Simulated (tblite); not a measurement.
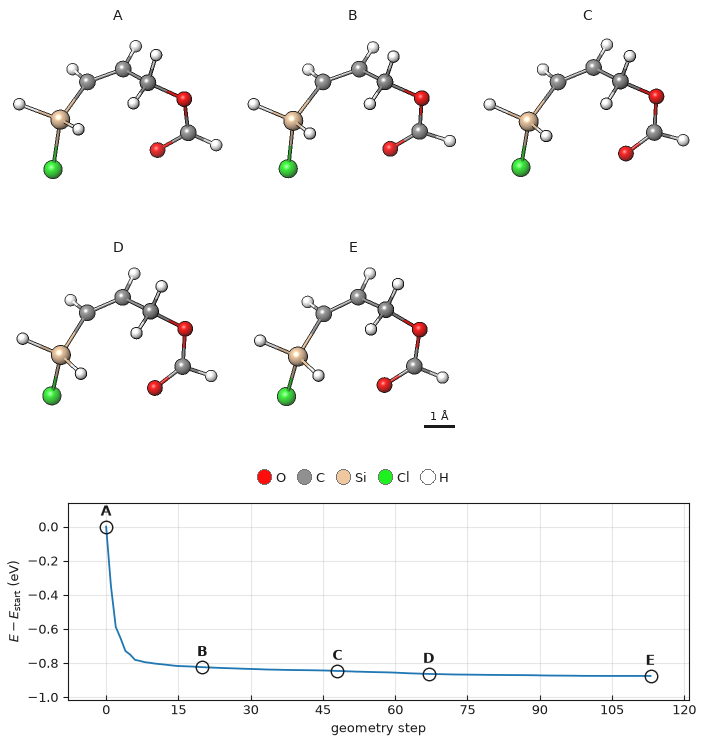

Frames of a relaxation of C4H7ClO2Si, marked on the history of the run. A ball-and-stick model, seen at a tilt.

These are results of GFN2-xTB geometry optimisation, gas phase (tblite 0.8.0), not measurements. 

**What happens along the run?**

An O atom moves most after the best rigid fit: 0.74 Å. By element the largest moves are O 0.74 Å, H 0.58 Å, Cl 0.36 Å, C 0.36 Å, Si 0.21 Å. Among the contacts that change: Cl–Si 2.099 → 2.010 Å, C–O 1.405 → 1.317 Å, C–O 1.270 → 1.196 Å, C–Si 1.835 → 1.890 Å. Bond angles that change, for instance: O–C–H 123.3° → 108.6°, O–C–O 119.5° → 127.2°, C–O–C 124.2° → 116.6°. The energy falls by 0.875 eV in 113 geometry steps. Cost: 1.2 s on 1 thread of Intel(R) Xeon(R) Processor @ 2.70GHz (shared host). From step 0 to 20: an H atom moves most (0.19 Å), energy −0.824 eV. From step 20 to 48: an O atom moves most (0.42 Å), energy −0.022 eV. From step 48 to 67: O and H atoms move most (0.28 Å), energy −0.017 eV. From step 67 to 113: an O atom moves most (0.24 Å), energy −0.012 eV.

```tsv
step	E − E(0), eV
0	0.0000
1	-0.3492
2	-0.5882
3	-0.6546
4	-0.7292
5	-0.7507
6	-0.7813
7	-0.7872
8	-0.7945
9	-0.7983
10	-0.8025
15	-0.8173
21	-0.8252
26	-0.8306
32	-0.8363
37	-0.8398
43	-0.8423
48	-0.8463
53	-0.8507
59	-0.8549
64	-0.8609
70	-0.8654
75	-0.8677
80	-0.8693
86	-0.8706
91	-0.8727
97	-0.8741
102	-0.8752
108	-0.8754
113	-0.8754
```
